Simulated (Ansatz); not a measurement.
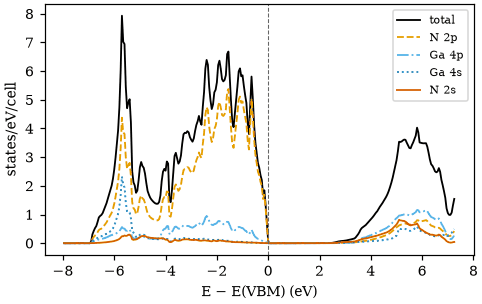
Total and projected density of states of AlGa₃N₄ in space group P-43m (No. 215; Al on 1a, Ga on 3c, N on 4e), the program Ansatz at the PBEsol level (PAW)

Question: Which orbitals carry the states next to the gap?

Answer: Top 1 eV of the valence band: N 2p 87 %, Ga 4p 7 %. Bottom 1 eV of the conduction band: N 2s 39 %, Ga 4s 27 %, N 2p 15 %, Ga 4p 10 %, Al 3s 6 %. Projections are on Löwdin-orthogonalised atomic valence shells; empty p or d shells of many metals are not among them.

Question: Where is the tallest occupied peak in this window, and what makes it?

Answer: Near -5.7 eV, about 7.9 states/eV per cell; the largest projected share is N 2p.

The first step of the workflow began from a Materials Project structure, measured or hypothetical; the Crystallography Open Database copy checked does not list it. With Al and Ga taken as one species the cell has the higher symmetry F-43m, so it may be an ordered model of a mixed-site phase. Its standing as an ambient phase is unchecked. Symmetry was held in the PBEsol relaxation; of distortions, only those at the zone centre were tested. Spin–orbit coupling is left out wherever it is not named.

Potentials: the later of the program's two PAW sets.
